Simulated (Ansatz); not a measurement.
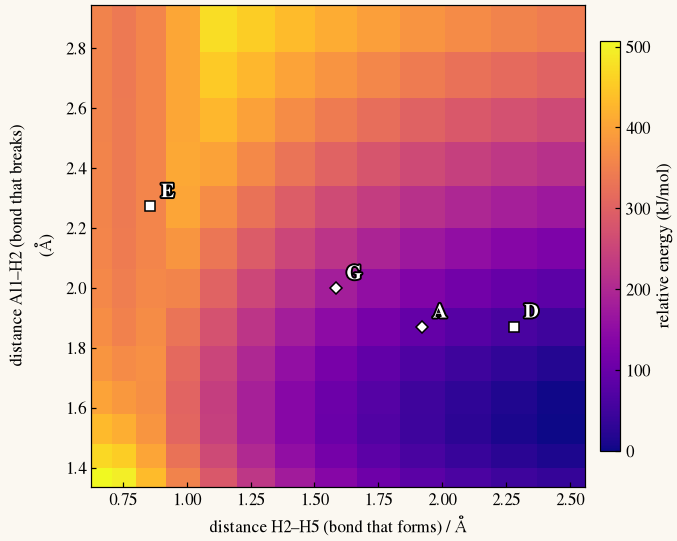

The reacting system CH6AlNO (fragments CH₆AlNO where the first distance is long, CH₄AlNO + H₂ where the second is long). 
- Coordinates scanned: (1) distance H2–H5 (bond that forms); (2) distance Al1–H2 (bond that breaks).
- Relaxed at each point: all other coordinates.
- The grid has 13 × 13 points.
- Points are written as (first, second).
- Energies are in kJ/mol, from the lowest grid point.
- Energies and slopes of some neighbouring points disagree (a jump in structure or state, or too coarse a mesh). The reference is spin-restricted, so regions where a bond is pulled apart into radicals lie too high.
- Theory: RHF/def2-SVP in Ansatz.

In the figure: one coloured cell a grid point, lettered points.

Question: Is E the lowest point of the computed grid?

Answer: No. E lies 357 kJ/mol above the lowest grid point, which is at (2.466 Å, 1.528 Å).

Question: Rank the lettered points by energy, lowest first.

Answer: D (60 kJ/mol), A (95 kJ/mol), G (182 kJ/mol), E (357 kJ/mol).
